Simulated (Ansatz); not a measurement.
**Profile along the Si–C line in SiC (wurtzite)**

SiC (wurtzite)

```xyz
4
Lattice="3.0920 0.0000 0.0000 -1.5460 2.6777 0.0000 0.0000 0.0000 5.0743" Properties=species:S:1:pos:R:3 pbc="T T T"
Si     1.5460     0.8926     0.0026
Si     0.0000     1.7851     2.5398
C      1.5460     0.8926     3.1698
C      0.0000     1.7851     0.6327
```

Fields along a shortest Si–C line of a (1 -1 0 0) plane (1.91 Å), from Si to C, interpolated on the slice's grid (step about 0.2 Å). All values below come from PBE (plane waves to 420 eV, PAW, scalar-relativistic; Ansatz, a first-principles code). k mesh 12×12×7. Near the nuclei the fields are pseudised (PAW); where an atom keeps semicore shells as valence, they peak there. SiC was relaxed with its symmetry unable to fall.

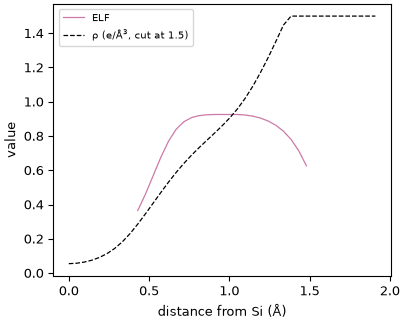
ELF (away from the nuclei) and valence density from Si to C.

Density on the Si–C line (1.91 Å) at its midpoint: 0.86 e/Å³. ELF at that point: 0.9. ELF maximum in the middle third of the Si–C line: 0.93, 1.0 Å from Si.
